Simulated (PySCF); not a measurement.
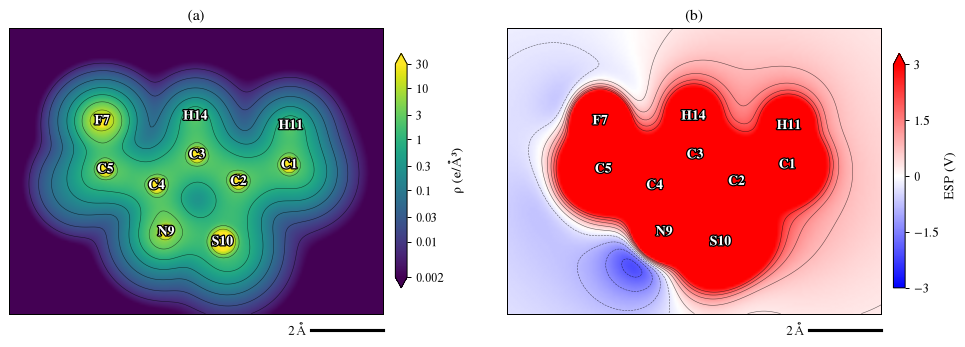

Figure 1: C5H4F3NS. (a) electron density; (b) molecular electrostatic potential on the plane of atoms C4, C5 and F7.

Geometry: GFN2-xTB, NEB image 0 of 0 to 8.

The calculation used PBE0/pcSseg-1, SCF density, gas phase, non-relativistic (PySCF).

```xyz
14

C    -2.5947    0.0081    0.2097
C    -1.1673    0.3208   -0.0375
C    -0.0616   -0.4545    0.1900
C     1.1020    0.2412   -0.1926
C     2.4965   -0.2946   -0.0866
F     3.1133   -0.3658   -1.2748
F     2.5123   -1.5368    0.4247
F     3.2772    0.4521    0.7074
N     0.9234    1.4482   -0.6739
S    -0.6490    1.8306   -0.7010
H    -2.6942   -0.9911    0.6265
H    -3.0265    0.7261    0.9058
H    -3.1623    0.0620   -0.7185
H    -0.0697   -1.4470    0.5985
```

Interpret the plot.

Atoms in the plane: C, F, N, S and H.
C–N (1.31 Å): ρ at the midpoint is about 2.5 e/Å³.
C–F (1.34 Å): ρ at the midpoint is about 2.4 e/Å³.
C–C (1.37 Å): ρ is about 2.1 e/Å³ halfway.
S–N (1.62 Å): ρ at the midpoint is about 1.7 e/Å³.
C–S (1.73 Å): ρ at the midpoint is about 1.4 e/Å³.
Outside the dense part of the molecule the potential is most negative (−2.1 V) near N9.
